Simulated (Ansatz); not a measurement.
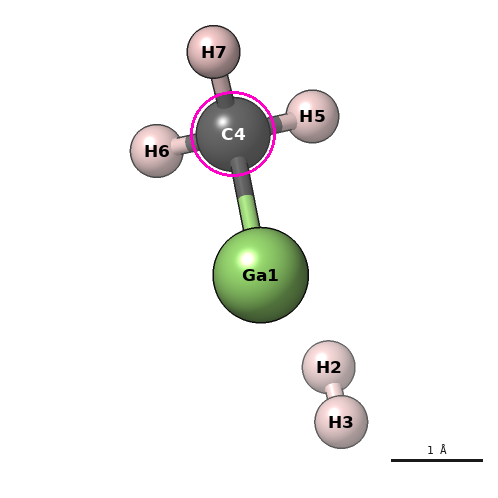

Orthographic view. Distant atoms are faded towards the background colour. Computed geometry: PBE0-D4/def2-TZVP optimisation.

> Name the neighbours of the circled atom.

The circled atom is C4; it is bonded to Ga1, H5, H6, H7.

> Which atom is nearest the viewer?

Ga1, 1.6 Å in front of the mean position.

> Which two atoms are farthest apart in space?

H3 and H7, 4.72 Å.

> Of C4 and H6, which is nearer the viewer?

C4; the bond to H6 points away from the viewer, so it looks shorter than its 1.10 Å.
